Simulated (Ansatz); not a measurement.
F₂H₃N₂Ta (SMILES [NH]=[Ta]([NH2])([F])[F])

Input

```
crystal:
  periodic: [false, false, false]
  atoms:
    - symbol: F
      position_ang: [0.837887, 0.511958, 0.087730]
    - symbol: F
      position_ang: [0.820834, -2.408811, 1.216239]
    - symbol: N
      position_ang: [-1.471174, -0.521130, 1.723165]
    - symbol: "N"
      position_ang: [0.965666, 0.043318, 3.220803]
    - symbol: Ta
      position_ang: [0.272918, -0.615561, 1.505116]
    - symbol: H
      position_ang: [-2.483335, -0.512085, 1.731301]
    - symbol: H
      position_ang: [0.423718, 0.355304, 4.020139]
    - symbol: H
      position_ang: [1.961411, 0.116165, 3.424234]
basis:
  gaussian:
    orbitals: def2-TZVPD
hamiltonian:
  xc: pbe0
output: {forces: true, orbitals: {seedname: orbitals}}
```

Run with:

```sh
ansatz run input.yaml --threads 2 --pin off --max-ram 5220MiB --events-out events.jsonl --progress --plain --runs-dir runs
```

Geometry: PBE0-D4/def2-SVP; core potentials replace the inner electrons of Ta.

Theory: isolated molecule in a Gaussian basis; Kohn-Sham density functional theory, functional PBE0 (Ansatz).

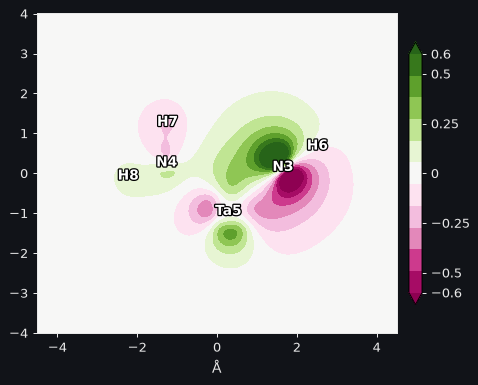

Figure 1. The HOMO−1 on the plane of atoms Ta5, N4 and H7 (values in Å⁻³ᐟ²; the overall sign is arbitrary).

Q: Describe this orbital and give its energy.

A: Its weight (Hirshfeld) is mainly on N3 (about 60 %) and Ta5 (about 25 %). Its energy is −8.26 eV.

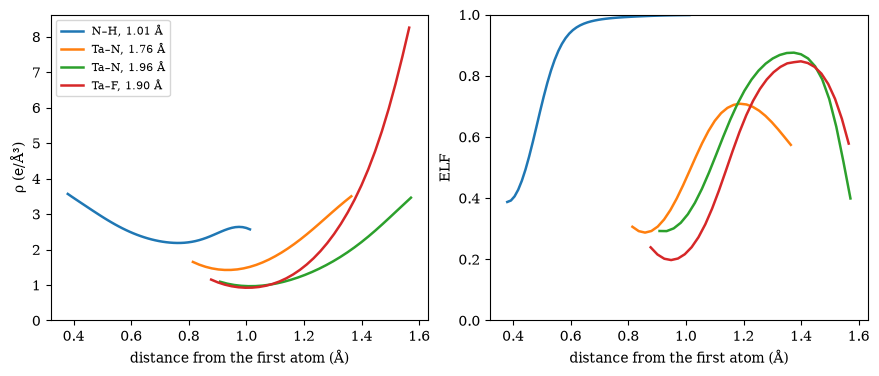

Figure 2. Electron density and electron localisation function along straight lines between neighbouring atoms. The curves leave out the atomic cores.

Q: Compare the contacts.

A: N–H (1.01 Å): ρ at the midpoint is about 2.9 e/Å³; the ELF climbs to about 1 towards the hydrogen, as it does in any bond to H; an ordinary covalent bond to hydrogen.
Ta–N (1.76 Å): ρ is about 1.5 e/Å³ halfway; the ELF peaks at about 0.70 in the valence shell of N, 0.6 Å from its nucleus, and drops to about 0.30 between the two atoms.
Ta–N (1.96 Å): ρ at the midpoint is about 0.98 e/Å³; the ELF peaks at about 0.90 in the valence shell of N, 0.6 Å from its nucleus, and is about 0.30 at the midpoint.
Ta–F (1.90 Å): ρ is about 0.97 e/Å³ halfway; the ELF peaks at about 0.85 in the valence shell of F, 0.5 Å from its nucleus, and drops to about 0.20 between the two atoms.
